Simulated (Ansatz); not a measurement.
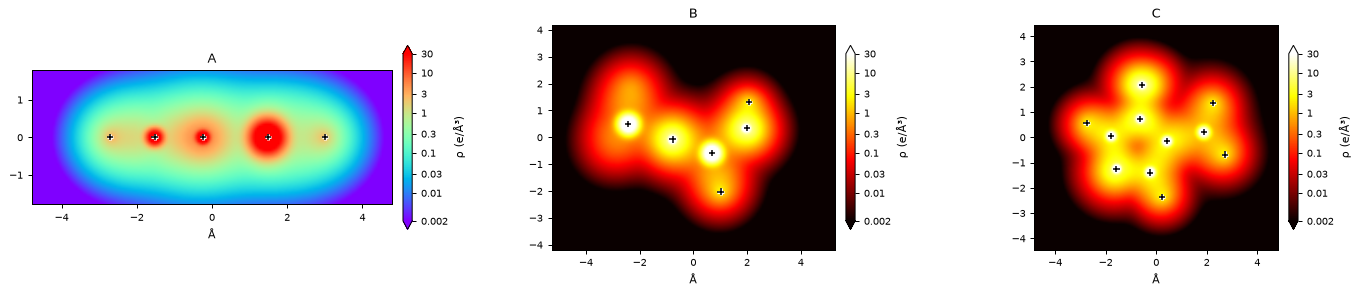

The electron density of 3 systems, each on a plane through atoms (crosses mark nuclei in the plane).

Method: Ansatz, isolated molecule in a Gaussian basis; Kohn-Sham density functional theory, functional PBE0.

System 1: BGaH$_{2}$N (SMILES B=[N][GaH+]) (charge +1), a plane that holds the molecular axis. Geometry: PBE-D3(BJ)/def2-SVP.

| atom | x (Å) | y (Å) | z (Å) |
| --- | --- | --- | --- |
| B | 0.0000 | 0.0000 | -1.5279 |
| Ga | 0.0000 | 0.0000 | 1.4838 |
| N | 0.0000 | 0.0000 | -0.2439 |
| H | 0.0000 | 0.0000 | 3.0055 |
| H | 0.0000 | 0.0000 | -2.7175 |

System 2: H$_{5}$O$_{2}$Si$_{2}$ (SMILES O[SiH+]O[SiH3]) (charge +1), the plane of atoms O1, Si3 and O2. Geometry: B3LYP-D3(BJ)/def2-SVP.

```yaml
atoms:
  - { symbol: O, position_ang: [-2.4507, 0.2137, -0.5508] }
  - { symbol: O, position_ang: [-1.0777, -0.8221, 1.6483] }
  - { symbol: Si, position_ang: [-2.3761, -0.6145, 0.8031] }
  - { symbol: Si, position_ang: [0.3687, -1.0504, 2.6079] }
  - { symbol: H, position_ang: [-1.7615, 0.6909, -1.0400] }
  - { symbol: H, position_ang: [-3.6570, -1.1843, 1.2068] }
  - { symbol: H, position_ang: [0.8077, -2.4229, 2.2797] }
  - { symbol: H, position_ang: [1.2994, 0.0007, 2.1450] }
  - { symbol: H, position_ang: [-0.0796, -0.8784, 4.0053] }
```

System 3: C$_{3}$H$_{5}$BN$_{2}$O, the plane of atoms C2, C1 and B4. Geometry: PBE0-D3(BJ)/def2-SVP.

```xyz
12

C    -1.7557    0.3152    1.1450
C    -1.7337   -0.6471    0.1241
C     0.1649    0.2973    0.0093
B    -2.8177    0.7111    2.1409
N    -0.5697   -0.6544   -0.5513
N    -0.5006    0.8964    1.0051
O     0.0409    1.8379    1.8092
H    -3.8632    0.1098    2.1510
H    -2.6430    1.6265    2.9131
H    -2.5494   -1.3260   -0.1280
H     1.1811    0.5842   -0.2614
H    -0.5525    2.6014    1.7554
```

**Which map belongs to which system?**

Panel A is system 1, BGaH$_{2}$N: the plane holds B, Ga, N and H. B–N (1.28 Å): ρ at the midpoint is about 2.4 e/Å³. Panel B is system 2, H$_{5}$O$_{2}$Si$_{2}$: the plane holds O, Si and H. Si–O (1.56 Å): ρ is about 1.4 e/Å³ halfway. Panel C is system 3, C$_{3}$H$_{5}$BN$_{2}$O: the plane holds C, B, N, O and H. C–N (1.33 Å): the density is about 2.5 e/Å³ at the midpoint.
